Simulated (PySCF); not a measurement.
C7H12FNSi

```xyz
22

C     2.9176    0.4412    0.1774
C     1.5764    0.5559   -0.5322
F     1.6335   -0.1855   -1.7079
C     0.4021    0.0605    0.2940
C     0.4528   -1.4345    0.6825
C    -1.0071   -1.8379    0.3966
Si   -1.2695   -0.2314   -0.6040
C    -2.7435    0.8694   -0.0560
C    -2.5489    2.2054   -0.5176
N    -2.3609    3.2689   -0.8961
H     3.0936   -0.5860    0.4865
H     3.7193    0.7458   -0.4911
H     2.9229    1.0841    1.0529
H     1.4002    1.5909   -0.8555
H     0.3315    0.6989    1.1770
H     1.1223   -1.9670    0.0098
H     0.7709   -1.6172    1.7078
H    -1.1028   -2.7857   -0.1242
H    -1.5948   -1.9070    1.3106
H    -1.2149   -0.3130   -2.0612
H    -3.6689    0.4816   -0.4801
H    -2.8422    0.8819    1.0298
```

Geometry: GFN2-xTB.

Level of theory: PySCF, PBE0/pcSseg-1, SCF density, gas phase, non-relativistic.

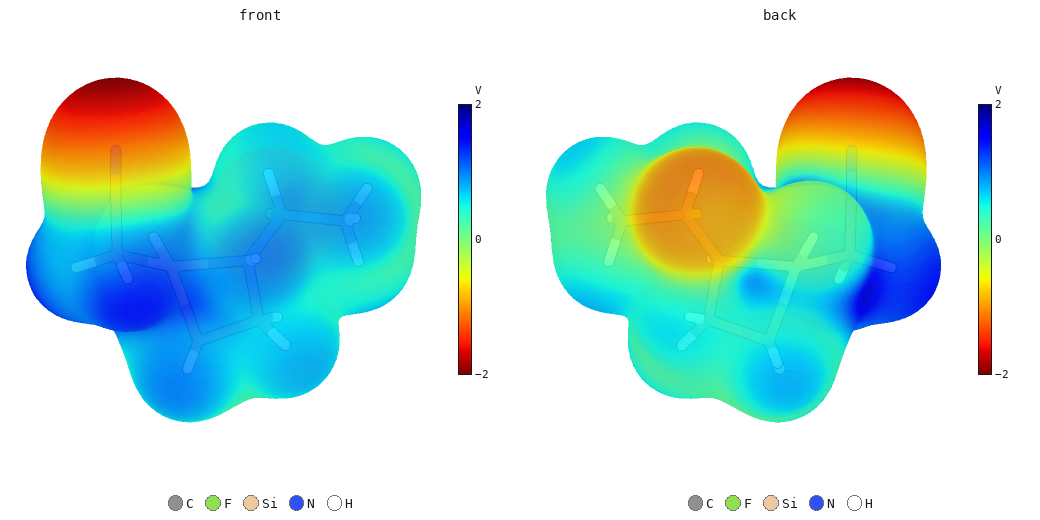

Figure 1. The molecular electrostatic potential painted on the density surface at 0.002 e/bohr³, seen from the front and from behind; red is negative and blue positive.

Question: Where is the surface potential most negative and most positive?

Answer: The most negative region (about −1.9 V) lies over N10, the most positive (about +1.6 V) over Si7. N10 is the likeliest acceptor of a hydrogen bond.

Question: What dipole moment does the calculation give?

Answer: Its dipole moment is 4.21 D.

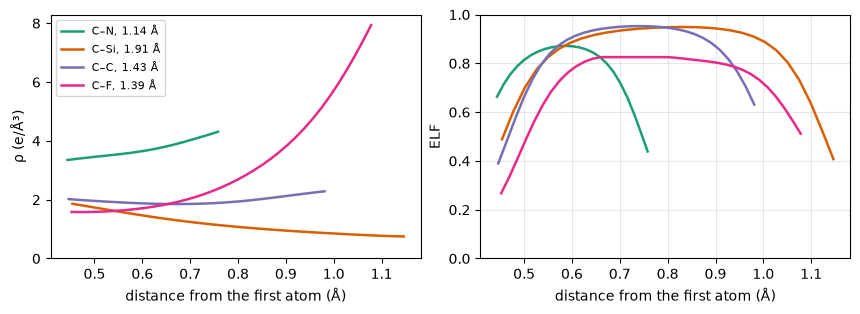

Figure 2. Total electron density and electron localisation function along straight lines between neighbouring atoms. The curves leave out the atomic cores.

Question: Compare the contacts.

Answer: C–N (1.14 Å): ρ at the midpoint is about 3.6 e/Å³; the ELF peaks at about 0.85 between the atoms; a multiple bond.
C–Si (1.91 Å): ρ at the midpoint is about 0.89 e/Å³; the ELF peaks at about 0.95 between the atoms, as expected for a covalent bond.
C–C (1.43 Å): ρ is about 1.9 e/Å³ halfway; the ELF peaks at about 0.95 between the atoms: a covalent bond.
C–F (1.39 Å): ρ is about 2 e/Å³ halfway, with its minimum of 1.6 e/Å³ about 0.5 Å from C; the ELF peaks at about 0.85 between the atoms, as expected for a shared but strongly polarised pair.
